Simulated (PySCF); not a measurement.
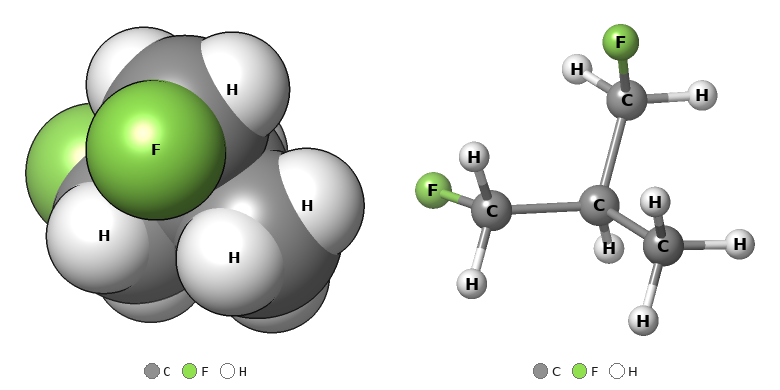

Two views of one molecule.

The geometry was computed by an optimisation with GFN2-xTB. No frequency run is at hand to confirm it as a minimum.

Question: What is the molecular formula?

Answer: C₄H₈F₂, 14 atoms: 4 carbon, 8 hydrogen and 2 fluorine.

Question: Name functional groups in it.

Answer: Among them: C–F bond.

Question: Does it have rings?

Answer: It has no ring.

Question: Count the bonded pairs by element.

Answer: 8 C–H, 3 C–C, 2 C–F.

More results for the same structure follow; atom numbers are the same in all pictures, views and colours differ.

**Geometry**

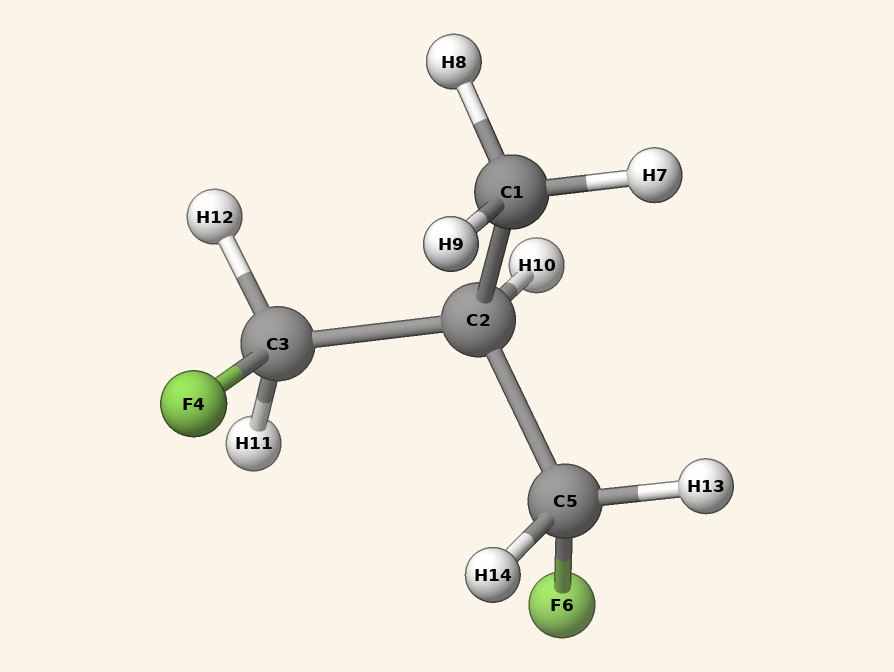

The atoms are numbered. No frequency run is at hand to confirm it as a minimum.

Give these bond angles: C1–C2–C3, C1–C2–H10, C2–C1–H7, C2–C3–F4, C2–C3–H12, C2–C5–F6, C2–C5–H13, C2–C5–H14, C3–C2–H10, F4–C3–H11, F4–C3–H12, F6–C5–H14.

| angle | degrees |
| --- | --- |
| C1–C2–C3 | 111.0 |
| C1–C2–H10 | 110.0 |
| C2–C1–H7 | 110.7 |
| C2–C3–F4 | 110.6 |
| C2–C3–H12 | 111.3 |
| C2–C5–F6 | 110.1 |
| C2–C5–H13 | 111.3 |
| C2–C5–H14 | 111.3 |
| C3–C2–H10 | 107.2 |
| F4–C3–H11 | 106.8 |
| F4–C3–H12 | 106.7 |
| F6–C5–H14 | 107.0 |

**Excitation**

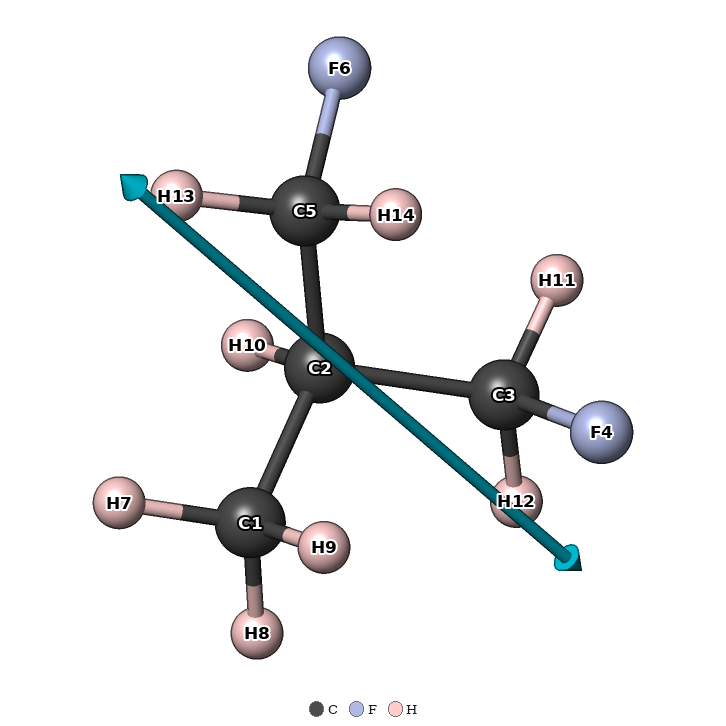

The double arrow shows the direction of the transition dipole to excited singlet state 1 (its length means nothing). No frequency run is at hand to confirm it as a minimum. Method: TDDFT PBE0/def2-SVPD, vertical, gas phase, core orbitals frozen in the response (PySCF 2.14.0).

Question: Where does the transition lie, and how strong is it?

Answer: 8.66 eV (143 nm), oscillator strength 0.037, mainly HOMO → LUMO (weight 0.95); transition dipole 1.07 D.

**Charges**

The questions are on Hirshfeld charges. No frequency run is at hand to confirm it as a minimum. Properties computed with PBE0/pcSseg-1, gas phase (PySCF 2.14.0).

Question: Which atom carries the highest charge (most positive or least negative)?

Answer: H8 (0.05 e).

Question: And the lowest?

Answer: C1, F6 (−0.12 e).

Give the Hirshfeld charges atom by atom.

```csv
atom,value (e)
C1,−0.12
C2,−0.04
C3,0.02
F4,−0.11
C5,0.02
F6,−0.12
H7,0.04
H8,0.05
H9,0.04
H10,0.04
H11,0.04
H12,0.04
H13,0.04
H14,0.04
```

**NMR shielding**

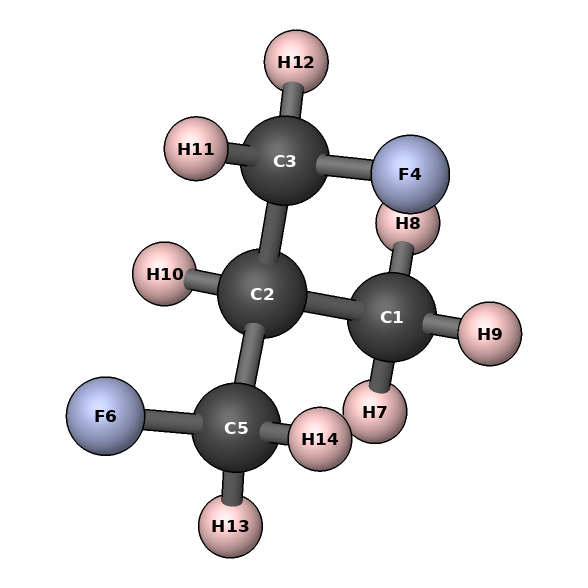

No frequency run is at hand to confirm it as a minimum. Method: GIAO PBE0/pcSseg-1 NMR shielding, non-relativistic, gas phase (PySCF 2.14.0). Principal shieldings σ11 ≤ σ22 ≤ σ33, span Ω = σ33 − σ11, skew κ = 3(σiso − σ22)/Ω.

Question: Which C atom has the most anisotropic shielding?

Answer: C3, C5, with a span of 86 ppm.

Give the shielding tensors of the C atoms.

| atom | σ11 | σ22 | σ33 | σiso | Ω | κ |
| --- | --- | --- | --- | --- | --- | --- |
| C1 | 156.9 | 176.2 | 189.6 | 174.2 | 32.7 | −0.18 |
| C2 | 139.1 | 147.5 | 151.7 | 146.1 | 12.7 | −0.33 |
| C3, C5 | 67.9 | 85.0 | 154.0 | 102.3 | 86.1 | 0.60 |

Shieldings and span in ppm.
